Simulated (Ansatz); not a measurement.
# GeS (germanium sulfide) at 6 levels

Wanted: a comparison of 6 runs (UHF/STO-3G, CAM-B3LYP/STO-3G, HSE06/STO-3G, SVWN5/STO-3G, UCCSD(T)/STO-3G, FCI/STO-3G) of GeS (germanium sulfide). 

The calculation is run with Ansatz 0.2.0.

58 further runs of the same task are left out: 29 that didn't finish, 29 set aside as unsound or not needed.

## Step 1: The system as given

GeS has 2 atoms, charge 0, and is taken as a singlet. As SMILES, `[S+]#[Ge-]`. The Ge2–S1 distance was set to 3.018 Å, away from the relaxed value.

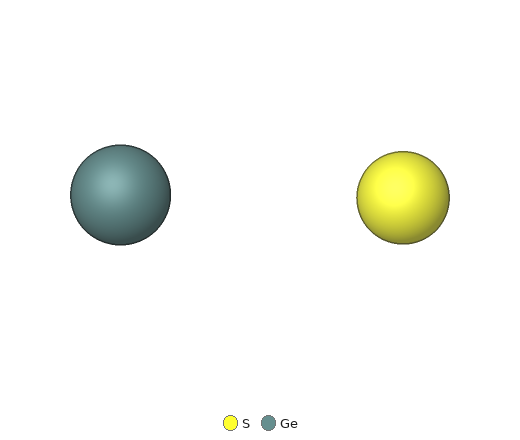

The structure, seen from a chosen angle (sulfur yellow, germanium teal).

## Step 2: A single-point energy at UHF/STO-3G (run 1)

Contents of job.yaml:

```yaml
crystal:
  periodic: [false, false, false]
  atoms:
    - {symbol: S, position_ang: [0.000000, 0.000000, -1.006014]}
    - {symbol: Ge, position_ang: [0.000000, 0.000000, 2.012086]}
basis:
  gaussian:
    orbitals: STO-3G
magnetization:
  spin_polarized: true
hamiltonian:
  xc: hf
accuracy: high
```

Run with:

```
$ ansatz run job.yaml --threads 1 --pin off --max-ram 2610MiB --events-out events.jsonl --progress --plain --runs-dir runs
```

The log of the run:

```text
Warning: RAYON_NUM_THREADS=1 ignored (pool sized by the plan → 1); use --threads N
Functional definition: HF
  name "HF"
  exchange = exact_x
  correlation = 0
344 factors; integrals over basis functions are off by at most 4.8e-9 eV
mean field evaluation 1: about -66506.1793 eV, gradient 2.1e1 eV
mean field evaluation 2: about -66506.2015 eV, gradient 2.1e1 eV
mean field evaluation 4: about -66511.8809 eV, gradient 2.1e1 eV
mean field evaluation 8: about -66511.8811 eV, gradient 2.1e1 eV
mean field evaluation 16: about -66522.3172 eV, gradient 3.0e-5 eV
mean field evaluation 32: about -66524.2643 eV, gradient 5.7e-1 eV
mean field evaluation 64: about -66525.9362 eV, gradient 2.1e-1 eV
mean field evaluation 96: about -66524.5758 eV, gradient 3.7e0 eV
mean field evaluation 128: about -66525.4475 eV, gradient 3.3e0 eV
mean field evaluation 160: about -66524.9377 eV, gradient 2.6e-2 eV
mean field evaluation 192: about -66525.3037 eV, gradient 4.1e0 eV
mean field evaluation 224: about -66522.3172 eV, gradient 4.1e-3 eV
mean field evaluation 256: about -66521.8392 eV, gradient 9.9e0 eV
mean field evaluation 288: about -66516.0448 eV, gradient 7.7e0 eV
mean field -66525.96463814 eV, -2444.7841075332 hartree, gradient 1.9e-8 eV, S^2 1.986537; 13 other end points of the search recorded, 0 dependent functions left out
reference -66525.96463814 eV, -2444.7841075332 hartree; 24, 24 occupied and 3, 3 virtual orbitals, 344 factors
Total energy: -66525.96463814 eV, -2444.7841075332 hartree
```

Run time: 1.7 s. Hardware: 1 thread of Arm Neoverse V1, shared host.

## Step 3: The energy at CAM-B3LYP/STO-3G (run 2)

Contents of molecule.yaml:

```yaml
crystal:
  periodic: [false, false, false]
  atoms:
    - {symbol: S, position_ang: [0.000000, 0.000000, -1.006014]}
    - {symbol: Ge, position_ang: [0.000000, 0.000000, 2.012086]}
basis:
  gaussian:
    orbitals: STO-3G
hamiltonian:
  xc: {name: CAM-B3LYP}
accuracy: high
```

Run with:

```
$ ansatz run molecule.yaml --threads 1 --pin off --max-ram 2610MiB --events-out events.jsonl --progress --plain --runs-dir runs
```

The log of the run (excerpt; [...] marks lines left out):

```text
Warning: RAYON_NUM_THREADS=1 ignored (pool sized by the plan → 1); use --threads N
Functional definition: CAM-B3LYP
  name "CAM-B3LYP"
[...]
344 factors; integrals over basis functions are off by at most 4.8e-9 eV
115 factors; integrals over basis functions are off by at most 1.4e-9 eV
[...]
mean field -66573.87304748 eV, -2446.5447091031 hartree, gradient 2.3e-8 eV, S^2 0.000000; 11 other end points of the search recorded, 0 dependent functions left out
reference -66573.87306013 eV, -2446.5447095678 hartree; 24, 24 occupied and 3, 3 virtual orbitals, 344 factors
Total energy: -66573.87306013 eV, -2446.5447095678 hartree
```

Wall time 7.8 s (1 thread of Arm Neoverse V1, shared host); peak memory 0.093 GiB.

Runs 3 to 5 aren't shown in full; the table further down has their settings and results.

## Step 4: A single-point energy at FCI/STO-3G (run 6)

Contents of run.yaml:

```yaml
crystal:
  periodic: [false, false, false]
  atoms:
    - {symbol: S, position_ang: [0.000000, 0.000000, -1.006014]}
    - {symbol: Ge, position_ang: [0.000000, 0.000000, 2.012086]}
basis:
  gaussian:
    orbitals: STO-3G
magnetization:
  spin_polarized: false
accuracy: high
correlation:
  method: fci
  frozen_orbitals: {Ge: 9, S: 5}
```

Run with:

```
$ ansatz run run.yaml --threads 1 --pin off --max-ram 2610MiB --events-out events.jsonl --progress --plain --runs-dir runs
```

The log of the run (excerpt; [...] marks lines left out):

```text
Warning: RAYON_NUM_THREADS=1 ignored (pool sized by the plan → 1); use --threads N
Functional definition: HF
  name "HF"
[...]
344 factors; integrals over basis functions are off by at most 4.8e-9 eV
[...]
mean field -66522.31721635 eV, -2444.6500672546 hartree, gradient 7.4e-9 eV, S^2 0.000000; 11 other end points of the search recorded, 0 dependent functions left out; unrestricted orbitals would lower it
[...]
determinant -66522.31721635 eV, -2444.6500672546 hartree, with singles and doubles -66523.32247757 eV, -2444.6870099233 hartree
determinant -66521.42915096 eV, -2444.6174314535 hartree, with singles and doubles -66522.28645616 eV, -2444.6489368386 hartree
determinant -66520.97975463 eV, -2444.6009164430 hartree, with singles and doubles -66522.51215255 eV, -2444.6572310281 hartree
unrestricted determinant -66524.65016266 eV, -2444.7358014503 hartree, S^2 1.5828
14 core orbitals not correlated: weight in the atoms' cores, before any rotation towards them, 1.000 or more for the frozen orbitals, at most 0.000 for the correlated occupied ones
reference -66522.31721635 eV, -2444.6500672546 hartree; 10, 10 occupied and 3, 3 virtual orbitals, 344 factors
state -66527.10471470 eV, -2444.8260045741 hartree
Total energy: -66527.10471470 eV, -2444.8260045741 hartree
```

Run time: 1.6 s. Hardware: 1 thread of Arm Neoverse V1, shared host.

## Step 5: All runs side by side

```csv
run,level,frozen core orbitals,energy (Eh),wall time
1,UHF/STO-3G,–,-2444.784108,1.7 s
2,CAM-B3LYP/STO-3G,–,-2446.544710,7.8 s
3,HSE06/STO-3G,–,-2446.195612,17 s
4,SVWN5/STO-3G,–,-2441.812432,5.7 s
5,UCCSD(T)/STO-3G,14,-2444.821081,2.7 s
6,FCI/STO-3G,14,-2444.826005,1.6 s
```

## Step 6: Outcome

```
                                           quantity           value
                                run 6: total energy  -2444.82600 Eh
run 6: correlation energy (14 core orbitals frozen)      -175.9 mEh
```

What this shows: Against full CI in this basis: UHF +41.9 mEh; UCCSD(T) +4.9 mEh. Totals of different functionals can't be ranked against each other. In runs 1, 2, 3, 4, 5, 6 the basis is minimal, so the values are rough. Spin contamination of the reference: run 1 ⟨S²⟩ = 1.99, run 5 ⟨S²⟩ = 1.99. Where it is this large, the reference is a mixture of spin states, and values that rest on it are in doubt. All runs together took 36 s, the longest 17 s.
